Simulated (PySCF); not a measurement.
# BH2Cl (SMILES BCl): B3LYP/ma-def2-TZVP

Aim: the vertical singlet–triplet gap of BH2Cl at B3LYP/ma-def2-TZVP, from 2 runs. The job is set up through a Python script.

The results are computed with PySCF 2.14.0.

## 1. The structure to begin with

BH2Cl: 4 atoms, total charge 0, spin state singlet. As SMILES, `BCl`. The shape is that of a PBE0-D4/def2-TZVP optimisation.

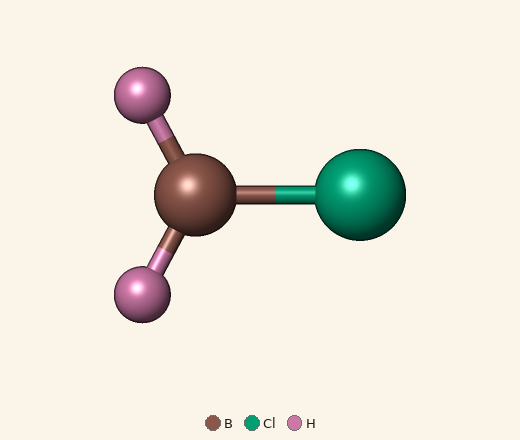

The structure, seen from a chosen angle (boron brown, chlorine teal, hydrogen pink).

## 2. A single-point energy at B3LYP/ma-def2-TZVP

Contents of input.py:

```python
from pyscf import gto, dft

system = gto.M(
    atom='B -0.116700 0.021700 -0.075300; Cl 1.365000 -0.395300 0.721200; H -1.106200 -0.559500 0.240400; H -0.086600 0.872800 -0.906600',
    max_memory=1860,
    verbose=3,
    basis='ma-def2-tzvp',
)

ks = dft.RKS(system)
ks.xc = 'b3lyp'
ks.conv_tol = 1e-10
ks.grids.level = 4
ks.kernel()
if not ks.converged:
    ks = ks.newton().run(ks.mo_coeff, ks.mo_occ)

e_final = ks.e_tot
print('E = %.10f Eh' % e_final)
```

Command:

```bash
$ OMP_NUM_THREADS=1 python input.py
```

Standard output:

```text
converged SCF energy = -486.311163870822
E = -486.3111638708 Eh
```

Wall time 5.4 s (1 thread of Arm Neoverse V1, shared host); peak memory 0.4 GiB.

## 3. The triplet, same level

Contents of run.py:

```python
from pyscf import gto, dft

mol = gto.M(
    atom=[
    ('B', (-0.116700, 0.021700, -0.075300)),
    ('Cl', (1.365000, -0.395300, 0.721200)),
    ('H', (-1.106200, -0.559500, 0.240400)),
    ('H', (-0.086600, 0.872800, -0.906600)),
],
    spin=2,
    basis='ma-def2-tzvp',
    verbose=3,
    max_memory=1860,
)

calc0 = dft.UKS(mol, xc='b3lyp')
calc0.conv_tol = 1e-10
calc0.grids.level = 4
calc0.kernel()
if not calc0.converged:
    calc0 = calc0.newton().run(calc0.mo_coeff, calc0.mo_occ)

e_tot = calc0.e_tot
print(f'total energy: {e_tot:.8f} hartree')
```

Command:

```bash
$ OMP_NUM_THREADS=1 python run.py
```

Standard output:

```text
WARN: HOMO -0.115316905794565 >= LUMO -0.334189733522678

WARN: HOMO -0.116658575284305 >= LUMO -0.248078606568534

WARN: HOMO -0.148332664323853 >= LUMO -0.256559553320159

WARN: HOMO -0.154544183310719 >= LUMO -0.260572829125095

WARN: HOMO -0.15154062984293 >= LUMO -0.256434599205402

WARN: HOMO -0.151486387773698 >= LUMO -0.255933676341801

WARN: HOMO -0.15156171771692 >= LUMO -0.255908846167017

WARN: HOMO -0.151552836962249 >= LUMO -0.255900536306054

WARN: HOMO -0.151554166715798 >= LUMO -0.255897495189256

WARN: HOMO -0.151554206635709 >= LUMO -0.255897586944602

WARN: HOMO -0.151554717465245 >= LUMO -0.255897610656849

converged SCF energy = -486.142175398001  <S^2> = 2.005369  2S+1 = 3.0035772
total energy: -486.14217540 hartree
```

It took 11 s on 1 thread of Arm Neoverse V1, shared host; peak memory 0.41 GiB.

## 4. Outcome

Level: B3LYP/ma-def2-TZVP.

| quantity | value |
| --- | --- |
| singlet: total energy | -486.31116 Eh |
| singlet: dipole moment | 0.57 D |
| singlet: HOMO energy | -8.45 eV |
| singlet: LUMO energy | -2.09 eV |
| singlet: HOMO–LUMO gap | 6.36 eV |
| triplet: total energy | -486.14218 Eh |
| triplet: dipole moment | 0.78 D |
| triplet: HOMO energy (highest over α and β) | -4.12 eV |
| triplet: ⟨S²⟩ | 2.005 |
| vertical energy of the triplet above the singlet | 4.598 eV |

**Reading.** At this shape the triplet lies 4.60 eV (444 kJ/mol) above the singlet. Mulliken charges (triplet) run from -0.34 on B1 to +0.13 on Cl2; they depend strongly on the basis.
